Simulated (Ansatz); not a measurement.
# The potential step between two gates: 1T-SnO2 under 2H-WS2, AA'

Two oppositely charged gates put a neutral stack in a displacement field D. The voltage between them is D/ε₀ times an electrical distance, shorter than the real one because the stack screens.

Set-up. Ansatz 0.2.0, plane waves with PAW datasets (its set soft_2), PBEsol-D3(BJ); isolated slab, charged sheets 4 Å from the outer atoms behind model barriers, atoms held. Voltages count from the uncharged case.

```
  run  D/ε₀ (V/nm)  step in an electron's potential, upper less lower gate (eV)
run 1        0.000                                                        0.000
run 2        0.543                                                        0.407
run 3        1.086                                                        0.813
run 4        2.171                                                        1.621
run 5        4.343                                                            ?
```

Q: Estimate the withheld value from the rows shown.

A least-squares line through the 4 rows shown has slope 0.7465 and intercept 0.0011; no row lies more than 0.001 eV off it. The size of the slope, 0.746 nm, is the electrical distance; the sheets are 1.580 nm apart, and screening reaches beyond the outer atoms. At 4.343 it gives 0.7465 × 4.343 + 0.0011 = 3.243 eV, beyond the rows fitted. Rounding and scatter of the rows alone allow about ±0.004 eV there.

The run itself gives 3.223 eV: a miss of −0.020 eV, or 0.6 % of the value. Screening stays linear to within 1 % over this range.

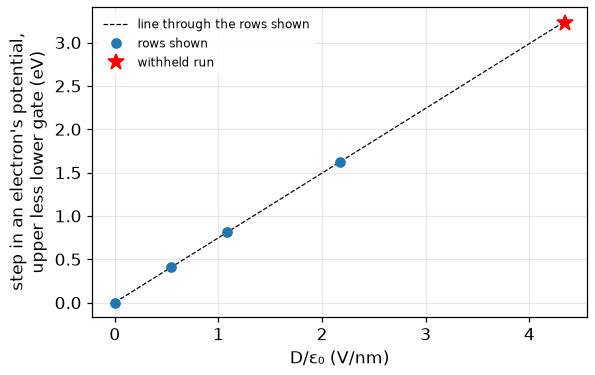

The fit and the withheld run.

**Limits.** The gates are model sheets, not atoms. Spin-orbit coupling is left out, which changes the bands of elements this heavy.

[Logs are printed without paths, hosts, clocks, repeated set-up lines and the standing remarks that a program may print on its own settings, such as how far it seeks lower states.]
